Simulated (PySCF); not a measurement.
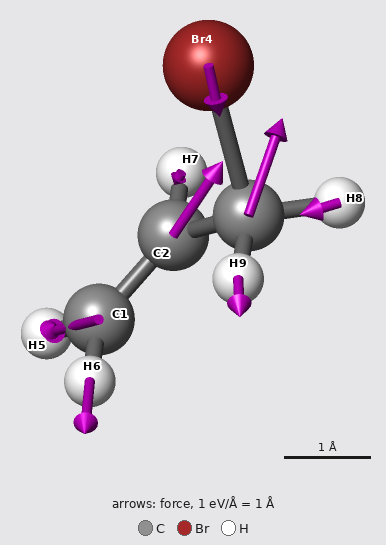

Starting geometry of C3H5Br with the computed forces as purple arrows. A ball-and-stick model, seen from a free direction.

The start comes from GFN2-xTB. Its atoms were then displaced at random by about 0.01 Å.

Computed with PBE0-D3(BJ)/def2-TZVP geometry optimisation, gas phase (PySCF). 

**Is this structure relaxed? If not, where do the atoms go?**

It isn't relaxed: the largest force vector, on a C atom, is 1.69 eV/Å. The final displacements follow the starting forces only in part (cosine between the two patterns 0.67). After 7 geometry steps the energy has fallen by 0.070 eV. The Br atom moves most after the best rigid fit: 0.031 Å. By element the largest moves are Br 0.031 Å, C 0.030 Å, H 0.025 Å. Near-neighbour distances that change, for instance: Br–C 2.020 → 1.962 Å, C–H 1.056 → 1.085 Å, C–H 1.103 → 1.088 Å, C–C 1.312 → 1.326 Å. Bond angles that change, for instance: C–C–H 123.8° → 121.3°, C–C–H 122.5° → 120.4°.
